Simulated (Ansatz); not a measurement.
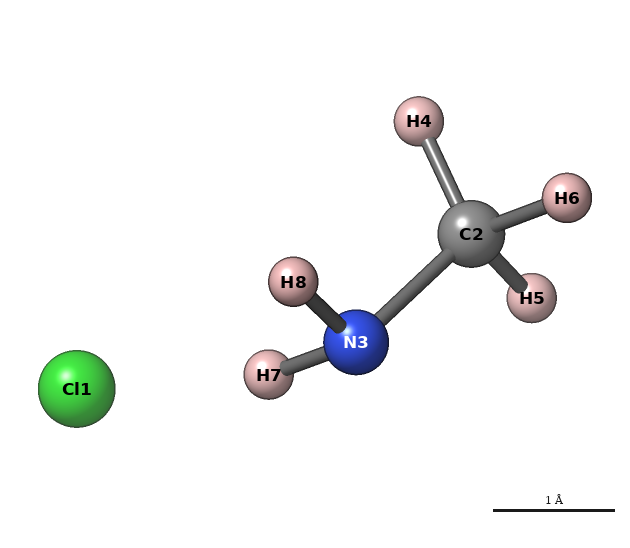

State: charge −1, singlet. Computed geometry: PBE-D4/def2-SVPD optimisation. No frequency run is at hand to confirm it as a minimum.

Which hydrogen bonds does the structure hold? Count O, N, F, S and Cl donors.

```tsv
D–H···A	D–H (Å)	H···A (Å)	angle (°)	kind
N3–H7···Cl1	1.05	2.26	168	intermolecular
```
